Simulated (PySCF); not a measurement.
# C2H4NO: saddle-point search (part 5 of 5)

Continued. System: C2H4NO, multiplicity 2. Method: XLYP/STO-6G, UKS, dispersion D3(BJ), sfX2C (PySCF 2.14.0). 

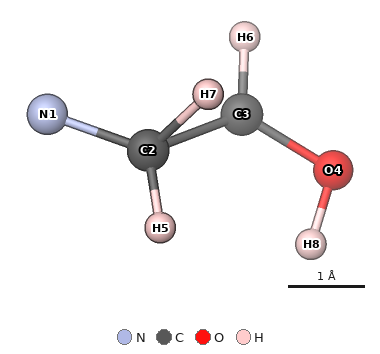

**Figure 1.** The geometry at step 25 of the log (ball-and-stick view, seen at a tilt; atoms are numbered from 1 in the order of the input).

### Trajectory as extended XYZ, continued
```
8
Properties=species:S:1:pos:R:3:forces:R:3 step=19 energy=-5655.72412
N     0.3933    1.8621   -1.3015   -0.0053  -0.0194  -0.0209
C    -0.2479    0.8587   -0.5233    0.0210   0.0267   0.0064
C     0.4417   -0.2845    0.2695    0.0077  -0.1090  -0.3224
O    -0.2108   -1.4906    0.6255    0.2558  -0.1767  -0.0470
H    -1.3229    0.6414   -0.7358   -0.0033  -0.0014   0.0040
H     1.5264   -0.2126    0.4778   -0.0572   0.1059   0.2706
H    -0.2185    1.0748    0.7120    0.0005   0.0165   0.0070
H    -0.7463   -1.7416   -0.2372   -0.2204   0.1582   0.1025
8
Properties=species:S:1:pos:R:3:forces:R:3 step=20 energy=-5655.76087
N     0.3858    1.8763   -1.2922   -0.0045  -0.0187  -0.0161
C    -0.2440    0.8570   -0.5283    0.0140   0.0236  -0.0013
C     0.4540   -0.2904    0.2495    0.0258  -0.0976  -0.2620
O    -0.1817   -1.5032    0.6111    0.1991  -0.1457  -0.0645
H    -1.3155    0.6282   -0.7483   -0.0042   0.0000   0.0077
H     1.5292   -0.2049    0.4941   -0.0538   0.0932   0.2281
H    -0.2220    1.0536    0.7135    0.0001   0.0159   0.0074
H    -0.7931   -1.7096   -0.2109   -0.1774   0.1293   0.1020
8
Properties=species:S:1:pos:R:3:forces:R:3 step=21 energy=-5655.79048
N     0.3789    1.8905   -1.2814   -0.0029  -0.0123  -0.0142
C    -0.2402    0.8557   -0.5331    0.0103   0.0114   0.0009
C     0.4664   -0.2969    0.2288    0.0345  -0.0775  -0.1985
O    -0.1547   -1.5159    0.5944    0.1394  -0.1114  -0.0678
H    -1.3083    0.6162   -0.7600   -0.0050   0.0015   0.0099
H     1.5306   -0.1982    0.5105   -0.0449   0.0754   0.1774
H    -0.2248    1.0311    0.7154   -0.0010   0.0158   0.0050
H    -0.8370   -1.6772   -0.1794   -0.1308   0.0961   0.0891
8
Properties=species:S:1:pos:R:3:forces:R:3 step=22 energy=-5655.81165
N     0.3721    1.9046   -1.2690    0.0018  -0.0061  -0.0115
C    -0.2355    0.8537   -0.5377   -0.0039   0.0051  -0.0003
C     0.4790   -0.3050    0.2072    0.0407  -0.0560  -0.1196
O    -0.1300   -1.5297    0.5744    0.0787  -0.0702  -0.0586
H    -1.3006    0.6050   -0.7707   -0.0042   0.0011   0.0097
H     1.5307   -0.1939    0.5275   -0.0297   0.0535   0.1172
H    -0.2261    1.0059    0.7177    0.0007   0.0134   0.0022
H    -0.8774   -1.6452   -0.1448   -0.0842   0.0577   0.0630
8
Properties=species:S:1:pos:R:3:forces:R:3 step=23 energy=-5655.82320
N     0.3697    1.9127   -1.2523    0.0033   0.0086  -0.0101
C    -0.2307    0.8488   -0.5385    0.0010  -0.0241   0.0112
C     0.4900   -0.3180    0.1896    0.0193  -0.0082  -0.0463
O    -0.1119   -1.5475    0.5534    0.0240  -0.0342  -0.0269
H    -1.2935    0.5936   -0.7770   -0.0044   0.0026   0.0079
H     1.5273   -0.1956    0.5499   -0.0067   0.0206   0.0488
H    -0.2266    0.9761    0.7241   -0.0001   0.0137  -0.0047
H    -0.9180   -1.6151   -0.1054   -0.0360   0.0187   0.0222
8
Properties=species:S:1:pos:R:3:forces:R:3 step=24 energy=-5655.82480
N     0.3727    1.9176   -1.2462    0.0084   0.0020  -0.0045
C    -0.2248    0.8481   -0.5403   -0.0188  -0.0048  -0.0049
C     0.4937   -0.3226    0.1828    0.0141  -0.0041   0.0076
O    -0.1101   -1.5534    0.5417    0.0089  -0.0039  -0.0189
H    -1.2878    0.5937   -0.7803   -0.0008  -0.0016   0.0029
H     1.5243   -0.1988    0.5622   -0.0031   0.0057   0.0130
H    -0.2246    0.9659    0.7253    0.0071   0.0022   0.0010
H    -0.9357   -1.5992   -0.0945   -0.0155   0.0019   0.0054
8
Properties=species:S:1:pos:R:3:forces:R:3 step=25 energy=-5655.82495
N     0.3821    1.9161   -1.2429    0.0000   0.0101  -0.0037
C    -0.2230    0.8495   -0.5395    0.0179  -0.0338   0.0030
C     0.4921   -0.3255    0.1824   -0.0193   0.0269  -0.0036
O    -0.1156   -1.5567    0.5333    0.0078  -0.0053  -0.0053
H    -1.2861    0.5981   -0.7818   -0.0030   0.0025   0.0046
H     1.5208   -0.2033    0.5676   -0.0032  -0.0068   0.0047
H    -0.2239    0.9634    0.7271    0.0019   0.0007   0.0005
H    -0.9458   -1.5925   -0.0976   -0.0021   0.0029   0.0014
8
Properties=species:S:1:pos:R:3:forces:R:3 step=26 energy=-5655.82465
N     0.4073    1.9171   -1.2265    0.0154  -0.0265   0.0122
C    -0.2096    0.8475   -0.5374   -0.0689   0.0788  -0.0530
C     0.4779   -0.3399    0.1821    0.0414  -0.0564   0.0854
O    -0.1481   -1.5691    0.5115   -0.0099   0.0381  -0.0283
H    -1.2760    0.6161   -0.7869    0.0075  -0.0144  -0.0064
H     1.5018   -0.2397    0.5862    0.0005   0.0134  -0.0226
H    -0.2245    0.9534    0.7308    0.0185  -0.0201   0.0138
H    -0.9786   -1.5785   -0.1201   -0.0052  -0.0159  -0.0001
8
Properties=species:S:1:pos:R:3:forces:R:3 step=27 energy=-5655.82496
N     0.3890    1.9148   -1.2362    0.0086  -0.0100   0.0048
C    -0.2173    0.8458   -0.5371   -0.0310   0.0281  -0.0286
C     0.4883   -0.3321    0.1844    0.0167  -0.0204   0.0444
O    -0.1245   -1.5633    0.5282   -0.0014   0.0168  -0.0191
H    -1.2818    0.6009   -0.7809    0.0027  -0.0058  -0.0006
H     1.5153   -0.2177    0.5769   -0.0014   0.0050  -0.0084
H    -0.2233    0.9580    0.7301    0.0104  -0.0100   0.0073
H    -0.9554   -1.5899   -0.1024   -0.0047  -0.0066   0.0015
8
Properties=species:S:1:pos:R:3:forces:R:3 step=28 energy=-5655.82502
N     0.3915    1.9130   -1.2355    0.0024  -0.0013  -0.0009
C    -0.2185    0.8460   -0.5364   -0.0013   0.0019  -0.0001
C     0.4882   -0.3327    0.1852   -0.0056   0.0029   0.0127
O    -0.1246   -1.5639    0.5275   -0.0007  -0.0001  -0.0069
H    -1.2828    0.6012   -0.7806    0.0014  -0.0035  -0.0006
H     1.5155   -0.2174    0.5763   -0.0012  -0.0007  -0.0041
H    -0.2238    0.9583    0.7305    0.0035  -0.0023   0.0006
H    -0.9560   -1.5907   -0.1025    0.0012   0.0001   0.0007
8
Properties=species:S:1:pos:R:3:forces:R:3 step=29 energy=-5655.82504
N     0.3940    1.9109   -1.2353    0.0014   0.0009   0.0010
C    -0.2181    0.8457   -0.5349    0.0021  -0.0059  -0.0023
C     0.4869   -0.3333    0.1874   -0.0057   0.0038   0.0098
O    -0.1266   -1.5651    0.5268    0.0014   0.0036  -0.0069
H    -1.2825    0.6015   -0.7794   -0.0004  -0.0003  -0.0001
H     1.5145   -0.2193    0.5778   -0.0002  -0.0020  -0.0023
H    -0.2239    0.9588    0.7318    0.0017  -0.0013   0.0006
H    -0.9575   -1.5899   -0.1040   -0.0006  -0.0017   0.0014
8
Properties=species:S:1:pos:R:3:forces:R:3 step=30 energy=-5655.82506
N     0.3973    1.9084   -1.2345    0.0028  -0.0004   0.0012
C    -0.2172    0.8446   -0.5335   -0.0005  -0.0019  -0.0036
C     0.4851   -0.3346    0.1905   -0.0030   0.0078   0.0037
O    -0.1292   -1.5668    0.5262    0.0010  -0.0035   0.0004
H    -1.2818    0.6023   -0.7785    0.0003  -0.0011   0.0006
H     1.5133   -0.2228    0.5799   -0.0008  -0.0018  -0.0020
H    -0.2241    0.9595    0.7329    0.0005  -0.0035   0.0021
H    -0.9604   -1.5897   -0.1041   -0.0008   0.0016  -0.0011
8
Properties=species:S:1:pos:R:3:forces:R:3 step=31 energy=-5655.82506
N     0.3995    1.9066   -1.2347    0.0007   0.0006   0.0018
C    -0.2170    0.8443   -0.5328    0.0022  -0.0004  -0.0026
C     0.4842   -0.3348    0.1919   -0.0017  -0.0016   0.0051
O    -0.1301   -1.5675    0.5259   -0.0011   0.0000  -0.0027
H    -1.2817    0.6026   -0.7782   -0.0003  -0.0004   0.0006
H     1.5128   -0.2243    0.5804    0.0005   0.0010  -0.0012
H    -0.2246    0.9602    0.7334    0.0000  -0.0011  -0.0003
H    -0.9617   -1.5886   -0.1039   -0.0008  -0.0009   0.0007
```

The run was set up as follows.

### Input (input.py)
```python
from pyscf import gto, dft
from pyscf.geomopt.geometric_solver import kernel as optimise

mol = gto.Mole()
mol.atom = '''
N        0.412960       1.589260      -1.278430
C       -0.249190       0.860310      -0.568660
C        0.301940      -0.137490       0.470090
O       -0.426640      -1.323430       0.517770
H       -1.346310       0.827980      -0.581460
H        1.364360      -0.304310       0.260930
H       -0.197840       1.048978       0.730139
H       -0.249680      -1.850660      -0.269920
'''
mol.charge = 0
mol.verbose = 3
mol.spin = 1
mol.max_memory = 1860
mol.basis = 'sto-6g'
mol.build()

mf = dft.UKS(mol, xc='xlyp')
mf = mf.sfx2c1e()
mf.max_cycle = 100
mf.disp = 'd3bj'
converged, mol_eq = optimise(mf, maxsteps=60, transition=True, hessian=True)
print('converged:', converged)
print(mol_eq.tostring())

mf.reset(mol_eq)
mol = mol_eq
mf.kernel()
if not mf.converged:
    mf = mf.newton().run(mf.mo_coeff, mf.mo_occ)
e_final = mf.e_tot
print('E(%s) = %.9f' % ('XLYP', e_final))
```

Run as:
```bash
OMP_NUM_THREADS=1 python input.py
```

### Summary

| quantity | value |
| --- | --- |
| outcome | converged |
| total energy | −207.847737 hartree |
| dispersion energy | −0.011664 hartree |
| basis functions | 24 |
| ⟨S²⟩ | 0.981 |
| dipole moment | 3.03 D |
| hardware | 1 thread of Arm Neoverse V2, 24 GiB of memory available, shared host |
| wall time | 5.7 min |
| peak memory | 0.56 GiB |

### Notes

The record of the run, not the program, notes: spin contamination. ⟨S²⟩ is 0.98 against 0.75 for a pure state: the solution is spin-contaminated.
